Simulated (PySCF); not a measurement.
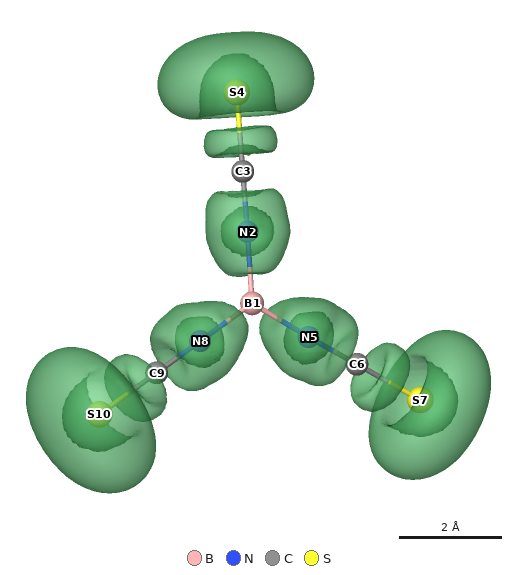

The picture shows: C3BN3S3 (B(NCS)3). Isosurface of the electron localisation function at 0.75 (green), seen at a tilt. Core shells and regions of very low density are left out.

Geometry: PBE0-D3(BJ)/def2-SVP.

Computed with PySCF, PBE0/pcSseg-1, SCF density, gas phase, non-relativistic.

```xyz
10

B     0.0026   -0.0058    0.0054
N     1.4213   -0.0004   -0.0145
C     2.6164   -0.0119   -0.0268
S     4.1842   -0.0246   -0.0438
N    -0.7113    1.2196    0.0068
C    -1.2887    2.2662    0.0006
S    -2.0483    3.6379   -0.0066
N    -0.6999   -1.2379    0.0236
C    -1.2897   -2.2775    0.0266
S    -2.0620   -3.6423    0.0332
```

What do the ELF domains correspond to?

Answer. The surface consists of three regions between bonded C–S atoms (shared pairs), three regions on N in which the atom's valence shell and bonds are merged and three rings or bowls of non-bonding electrons around S. Along the contacts the grid gives the following. C–N (1.20 Å): the ELF peaks at about 0.85 between the atoms: a multiple bond. B–N (1.42 Å): the ELF peaks at about 0.95 between the atoms: a short, strongly polar bond.
